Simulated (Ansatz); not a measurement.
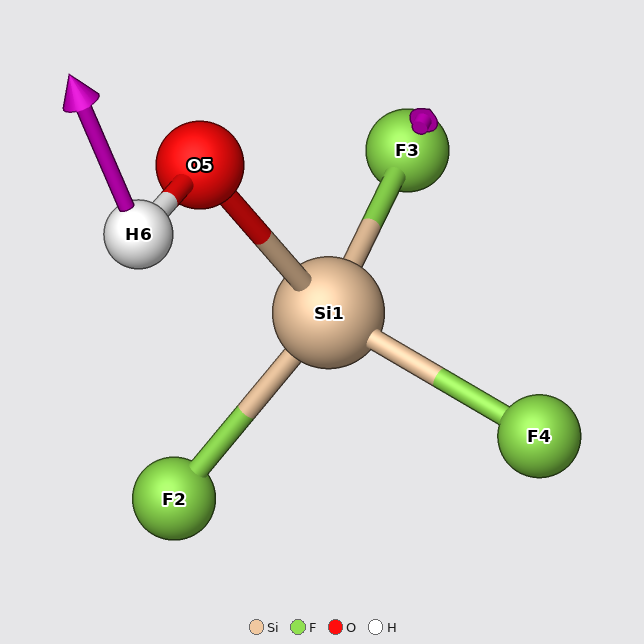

The arrows show one normal mode. Harmonic vibrations computed with RKS PBE0-D4/def2-TZVP (Ansatz 0.2.0) at a stationary point of the same level.

### Estimate its harmonic wavenumber.

804 cm⁻¹; it is mode 8 of 12 counted from the lowest.
